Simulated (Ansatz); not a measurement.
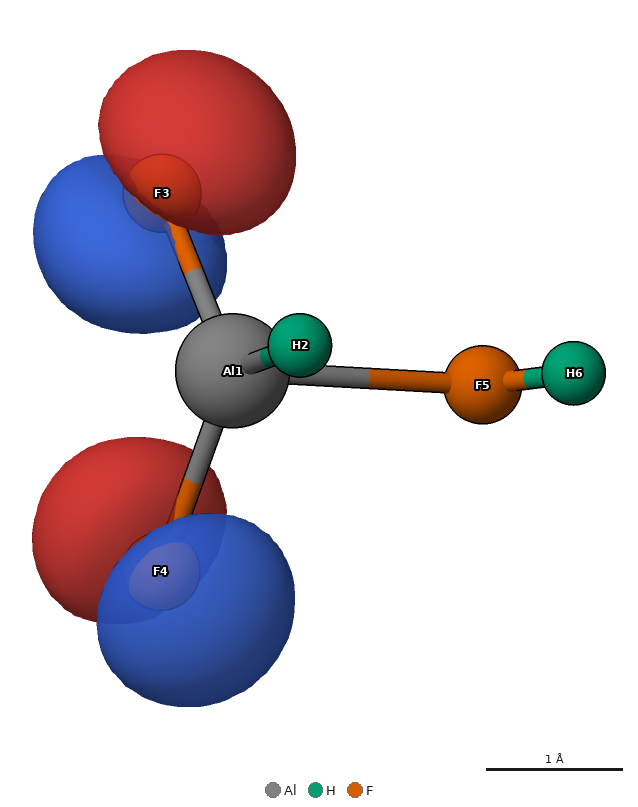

AlF3H2. The HOMO−1 at ±0.15 Å⁻³ᐟ² (blue and red are the two phases), seen across its widest extent.

Theory: RKS BHLYP/def2-SVP in Ansatz.

```xyz
6

Al    0.0039    0.0810    0.1125
H     0.0000    0.6868    1.5540
F     1.4093    0.0611   -0.7562
F    -1.4112   -0.0084   -0.7360
F     0.0554   -1.8170    0.7582
H     0.0705   -1.9019    1.6796
```

> What is the character of this orbital?

Its weight (Hirshfeld) is mainly on F3 (about 45 %) and F4 (about 45 %); largely a combination of lone pairs on F3 and F4. Its energy is −12.60 eV.
